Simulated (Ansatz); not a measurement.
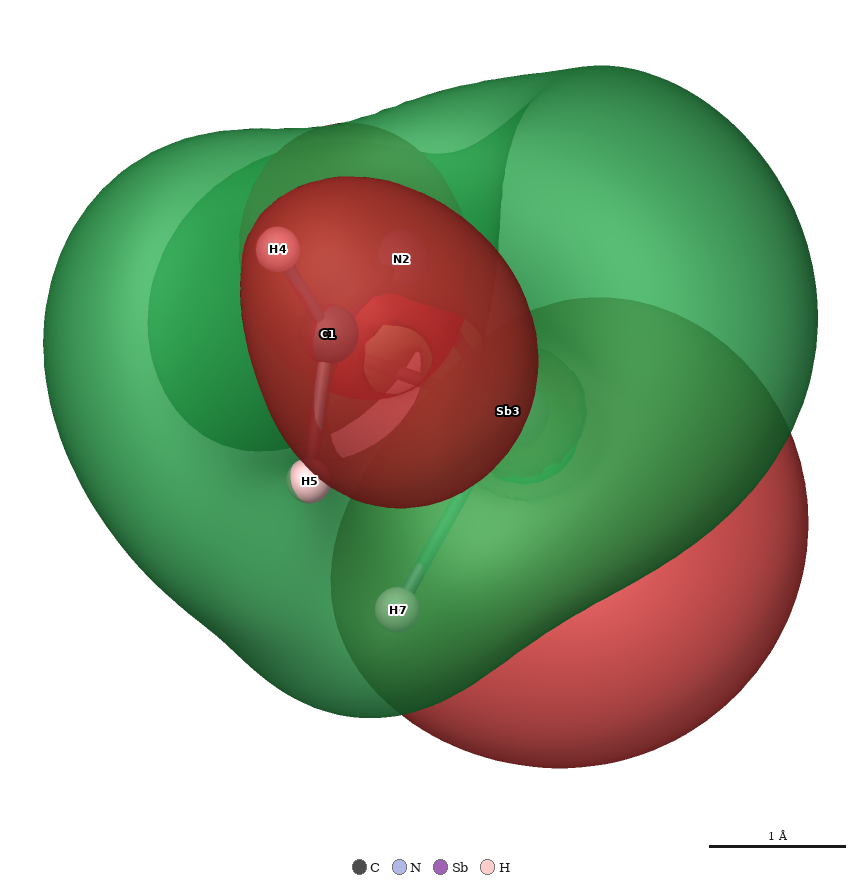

CH4NSb (SMILES C=[N][SbH2]). One frontier orbital at ±0.05 Å⁻³ᐟ² (green and red are the two phases), seen at an oblique angle.

Geometry: PBE0-D4/def2-TZVP; core potentials replace the inner electrons of Sb.

The calculation used RKS PBE0-D4/def2-TZVPP (Ansatz 0.2.0).

Input

```
crystal:
  periodic: [false, false, false]
  atoms:
    - {symbol: C, position_ang: [-0.849676, -0.543173, -0.782752]}
    - {symbol: N, position_ang: [-0.689448, -0.524965, 0.464134]}
    - {symbol: Sb, position_ang: [1.140567, -0.043096, 1.278476]}
    - {symbol: H, position_ang: [-1.822898, -0.845631, -1.190222]}
    - {symbol: H, position_ang: [-0.088236, -0.269321, -1.529519]}
    - {symbol: H, position_ang: [0.578305, 1.466029, 1.851996]}
    - {symbol: H, position_ang: [1.792586, 0.692257, -0.137914]}
basis:
  gaussian: {orbitals: def2-TZVPP}
hamiltonian: {xc: pbe0, dispersion: d4}
output: {orbitals: {seedname: orbitals}}
```

Run with:

```sh
ansatz run in.yaml --threads 2 --pin off --events-out ev --progress --plain --max-ram 4352MiB
```

Question: Which orbital is it: HOMO or LUMO?

Answer: The LUMO, at −0.86 eV. By Hirshfeld shares it lies mainly on Sb3 (about 50 %), C1 (about 20 %) and N2 (about 20 %).
